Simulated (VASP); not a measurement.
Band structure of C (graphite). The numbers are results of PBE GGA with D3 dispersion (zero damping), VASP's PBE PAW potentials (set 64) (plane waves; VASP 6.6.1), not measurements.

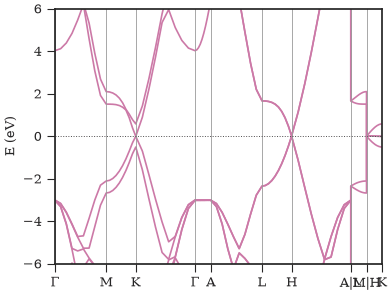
Bands along high-symmetry lines, zero at the valence-band maximum or, without a gap, the Fermi level

Question: Read the plot: is there a gap, and where are the band edges?

Answer: It has no gap at this level: it comes out as a metal or semimetal. (Edges off the drawn lines would not show.)

The compound is C in the graphite structure. It was relaxed first.
